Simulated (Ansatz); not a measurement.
# Frequency calculation of ZrH2ClOF3

The run: frequency calculation of ZrH2ClOF3. Method and program: RKS B3LYP-D4/def2-SVP (Ansatz 0.2.0).

It belongs to a series of runs on one base structure; here: vibrations at the highest image of the band.

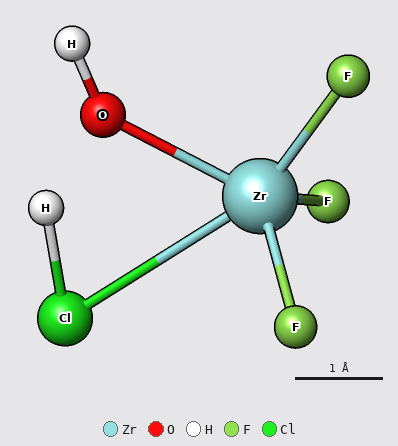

*The structure as given in the input (ball-and-stick view, seen at a tilt). Sticks mark near contacts.*

Summary

| quantity | value |
| --- | --- |
| outcome | converged |
| total energy | −24031.5949 eV |
| mean-field energy | −24031.2953 eV |
| largest force (length of the vector) | 0.016 eV/Å |
| hardware | 4 threads of Arm Neoverse V1, 24 GiB of memory available, shared host |
| wall time | 66 s (CPU time 4.1 min) |
| peak memory | 0.28 GiB |

Input file
```yaml
crystal:
  periodic: [false, false, false]
  atoms:
    - { symbol: Zr, position_ang: [0.059513, -0.194086, 0.011661] }
    - { symbol: O, position_ang: [-0.117433, -0.250089, 2.051349] }
    - { symbol: H, position_ang: [-0.547845, 0.244502, 2.759993] }
    - { symbol: F, position_ang: [1.711913, 0.367533, -0.750847] }
    - { symbol: F, position_ang: [-1.021241, 1.357418, -0.207961] }
    - { symbol: F, position_ang: [-0.884719, -1.47958, -1.029203] }
    - { symbol: Cl, position_ang: [1.430286, -2.316778, 1.296927] }
    - { symbol: H, position_ang: [0.691923, -1.396723, 2.10558] }
basis:
  gaussian: { orbitals: def2-SVP }
hamiltonian:
  xc: b3lyp
  dispersion: d4
phonons: {}
```

Command:
```bash
ansatz run input.yaml --threads 4 --pin off --max-ram 5120MiB --backend cpu --events-out ev --progress --plain --runs-dir out
```

What the program printed
```
Engine: ansatz 0.2.0, aarch64-unknown-linux-gnu
Functional definition: B3LYP
  parameter a0 = 0.2
  parameter ax = 0.72
  parameter ac = 0.81
  exchange = (1 - a0 - ax)*slater_x + ax*b88_x + a0*exact_x
  correlation = (1 - ac)*vwn_rpa_c + ac*lyp_c
1187 factors; integrals over basis functions are off by at most 2.6e-4 eV
mean field evaluation 1: about -24020.8762 eV, gradient 7.9e1 eV
mean field evaluation 2: about -23965.9686 eV, gradient 2.0e2 eV
mean field evaluation 4: about -24031.0845 eV, gradient 1.0e1 eV
mean field evaluation 8: about -24031.2948 eV, gradient 2.4e-1 eV
mean field evaluation 16: about -24031.2949 eV, gradient 2.1e-5 eV
mean field -24031.29494923 eV, -883.1338003873 hartree, gradient 2.1e-5 eV, S^2 0.000000; 0 other end points of the search recorded, 0 dependent functions left out
the calculation of the forces begins
reference -24031.29527627 eV, -883.1338124058 hartree; 33, 33 occupied and 82, 82 virtual orbitals, 1187 factors
these checks for a lower state are left out or cut short: stability, starts, cluster_reference, orbital_swaps, neighbouring_geometries, increment
1187 factors; integrals over basis functions are off by at most 2.6e-4 eV
mean field -24031.29481675 eV, -883.1337955190 hartree, gradient 1.1e-6 eV, S^2 0.000000; 0 other end points of the search recorded, 0 dependent functions left out
[... from here on the field's lines of each further geometry are left out, up to the last ...]
the calculation of the forces begins
reference -24031.29525074 eV, -883.1338114678 hartree; 33, 33 occupied and 82, 82 virtual orbitals, 1187 factors
these checks for a lower state are left out or cut short: stability, starts, cluster_reference, orbital_swaps, neighbouring_geometries, increment
1187 factors; integrals over basis functions are off by at most 2.6e-4 eV
mean field -24031.29492482 eV, -883.1337994904 hartree, gradient 1.6e-6 eV, S^2 0.000000; 0 other end points of the search recorded, 0 dependent functions left out
the calculation of the forces begins
reference -24031.29525186 eV, -883.1338115089 hartree; 33, 33 occupied and 82, 82 virtual orbitals, 1187 factors
WARN: phonons: modes at or below zero, which the zero-point energy, F, S and C_V leave out: 1, the lowest at -346.89 cm⁻¹. A minimum has none, and a first-order saddle one
Total energy: -24031.59487788 eV, -883.1448225619 hartree
Atom 0 at     0.059513    -0.194086     0.011661 Å, force    -0.001241     0.000586     0.002301 eV/Å
Atom 1 at    -0.117433    -0.250089     2.051349 Å, force    -0.005759     0.009691    -0.011280 eV/Å
Atom 2 at    -0.547845     0.244502     2.759993 Å, force     0.006303    -0.008549     0.006469 eV/Å
Atom 3 at     1.711913     0.367533    -0.750847 Å, force    -0.000340    -0.001577    -0.000404 eV/Å
Atom 4 at    -1.021241     1.357418    -0.207961 Å, force     0.002009    -0.003089     0.000854 eV/Å
Atom 5 at    -0.884719    -1.479580    -1.029203 Å, force     0.001735     0.000459     0.000442 eV/Å
Atom 6 at     1.430286    -2.316778     1.296927 Å, force    -0.003043     0.006087     0.004469 eV/Å
Atom 7 at     0.691923    -1.396723     2.105580 Å, force     0.000337    -0.003609    -0.002850 eV/Å
Dipole moment:    -0.167695     0.132953     0.676939 e Å
Vibrations: -346.89 60.97 124.73 138.04 161.14 169.59 177.67 234.67 256.90 486.35 608.16 672.47 686.11 700.48 770.10 910.95 1557.16 3869.05 cm⁻¹, zero-point energy 0.718150 eV
```

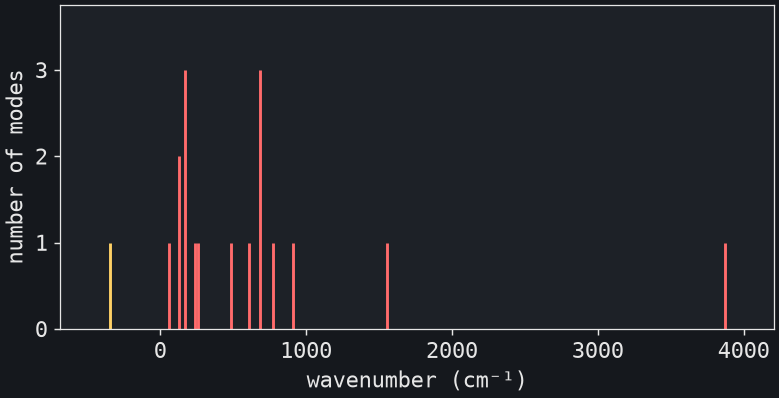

*Harmonic vibrational wavenumbers from the force constants; neighbouring modes closer than 19 cm⁻¹ are counted in one stick, and imaginary ones are drawn at negative wavenumbers.*

18 modes from 347i to 3869 cm⁻¹, 1 imaginary beyond 8i (347i cm⁻¹): a first-order saddle point, if the geometry is stationary.
